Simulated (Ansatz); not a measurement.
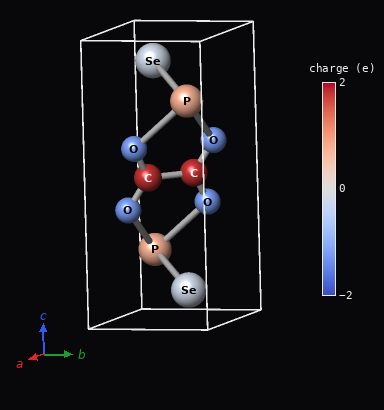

The crystal in a ball-and-stick representation, seen slightly off an axis. The simulation cell is drawn as a box. The atoms of this PCSeO2 cell are coloured by their Bader charge.

The numbers come from DFT, PAW plane waves, PBE (Ansatz 0.2.0), using plane waves up to 420 eV, a 7×7×3 mesh of k-points, Fermi-Dirac smearing of 0.1 eV, no spin polarisation.

Question: Which element is the most positive, and which the most negative?

Answer: Most positive: C; most negative: O. Charges: about P +0.7 e; C +1.8 e; Se -0.2 e; O -1.2 e.

Where the cell comes from: a generated cell, made by putting these elements into a known structure type (the compound may or may not exist in this form). No relaxation was applied. An electronic-structure calculation with Ansatz was run on it.

At this level of theory the cell isn't at rest (compressed, at 9 GPa and forces up to 4.7 eV/Å), so its distances can differ from those at equilibrium, the more so the softer the solid.
